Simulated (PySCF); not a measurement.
| atom | x (Å) | y (Å) | z (Å) |
| --- | --- | --- | --- |
| C | -0.4665 | -0.3300 | -1.3313 |
| C | -0.4177 | -0.0406 | -0.0452 |
| O | 0.7003 | 0.1850 | 0.7486 |
| C | 1.9109 | 0.1739 | 0.1934 |
| F | 2.8070 | 0.4462 | 1.1236 |
| F | 2.0560 | 1.0772 | -0.7846 |
| F | 2.2382 | -1.0068 | -0.3477 |
| C | -1.6525 | 0.0757 | 0.8332 |
| F | -1.6351 | 1.1805 | 1.5783 |
| F | -2.7707 | 0.1078 | 0.1022 |
| F | -1.7634 | -0.9639 | 1.6671 |
| H | 0.4083 | -0.4260 | -1.9488 |
| H | -1.4192 | -0.4787 | -1.8064 |

Geometry: GFN2-xTB.

Method: PBE0/pcSseg-1, SCF density, gas phase, non-relativistic in PySCF.

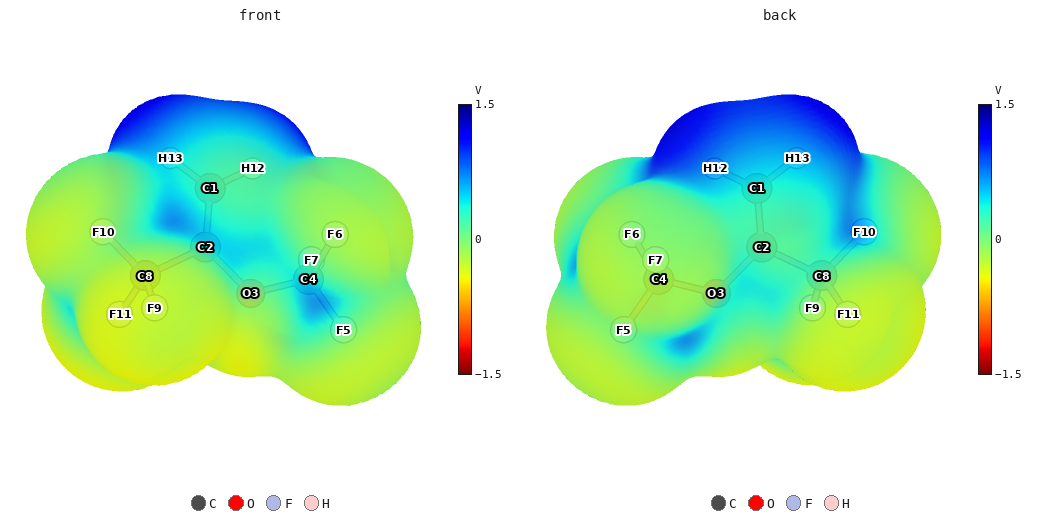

C4H2F6O (SMILES C=C(OC(F)(F)F)C(F)(F)F). The electrostatic potential painted on the density surface at 0.001 e/bohr³, seen from the front and from behind; red is negative and blue positive.

> Which sites attract a positive test charge, and which a negative one?

A positive charge is drawn to the negative regions and a negative charge to the positive ones. The most negative region (about −0.4 V, or −9 kcal/mol for a unit charge) lies over O3, F9 and F11, the most positive (about +1.2 V, or +28 kcal/mol for a unit charge) over H12 and H13.

> What dipole moment does the calculation give?

Its dipole moment is 2.05 D.
